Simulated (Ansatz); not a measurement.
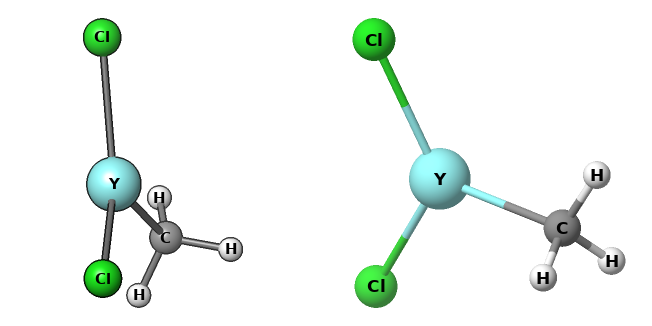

Both panels show the same species.

The species is neutral and a spin singlet. The geometry was computed by an optimisation with PBE0-D4/def2-TZVP.

What does the picture show?

Formula CH₃Cl₂Y. As SMILES it reads `[CH3][Y]([Cl])[Cl]`. Coordination: 1 C tetrahedral; 1 Y trigonal planar.

More results for the same structure follow; atom numbers are the same in all pictures, views and colours differ.

Electronic properties

Method: RKS PBE0-D4/def2-SVP, core potentials on Y (Ansatz 0.2.0).

> Estimate the HOMO energy (Kohn–Sham orbital).

−7.30 eV.

> What is the LUMO energy (Kohn–Sham orbital)?

−2.49 eV.

> Estimate the dispersion correction.

−11.6 kJ/mol.

Dipole moment

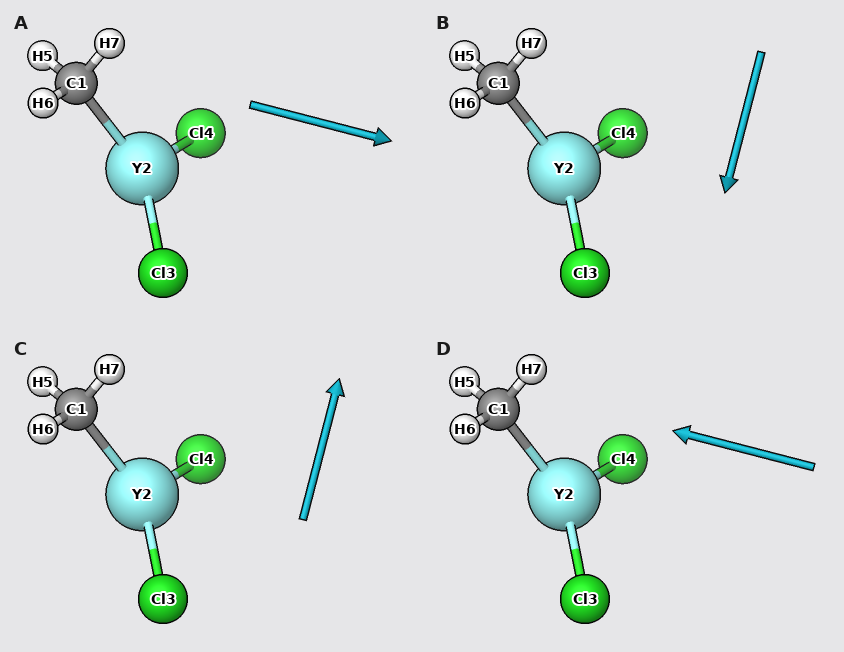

The same molecule four times, each with an arrow. Method: RKS ωB97M-V/def2-TZVPP, core potentials on Y (Ansatz 0.2.0).

> Which arrow points along the dipole moment, from the negative to the positive end?

D. The dipole moment is 1.53 D; it points from the side of Cl3, Cl4 to the side of H5 (the outermost atoms at the two ends).

Vibrations

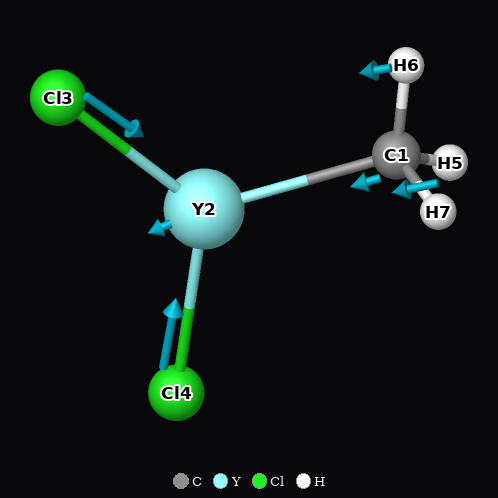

The arrows show one normal mode. Harmonic vibrations computed with RKS PBE0-D4/def2-TZVP, core potentials on Y (Ansatz 0.2.0) at a stationary point of the same level.

> Describe the motion.

Mostly in-phase stretching of 2 Y–Cl bonds.

> At what wavenumber does it lie?

333 cm⁻¹; it is mode 5 of 15 counted from the lowest.

Charges

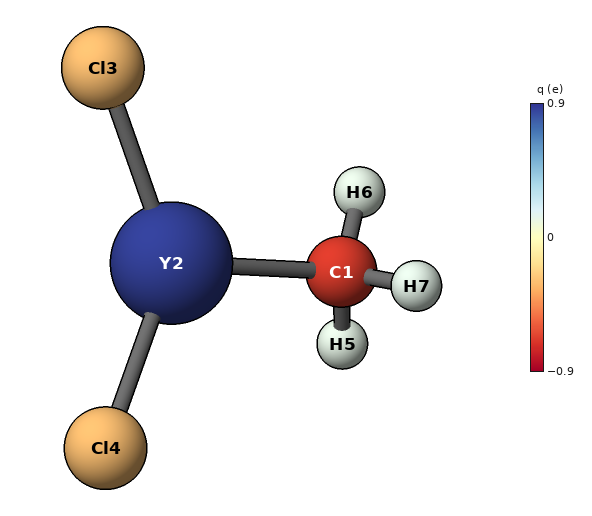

Atoms are coloured by their Mulliken charges. Properties computed with RKS ωB97M-V/def2-TZVPP, core potentials on Y (Ansatz 0.2.0).

> Which atom carries the highest charge (most positive or least negative)?

Y2 (0.86 e).

> And the lowest?

C1 (−0.68 e).

List the Mulliken charges.

| atom | value (e) |
| --- | --- |
| C1 | −0.68 |
| Y2 | 0.86 |
| Cl3 | −0.29 |
| Cl4 | −0.29 |
| H5 | 0.13 |
| H6 | 0.13 |
| H7 | 0.13 |

Mulliken values depend strongly on the basis set and can even reverse the polarity of a bond.
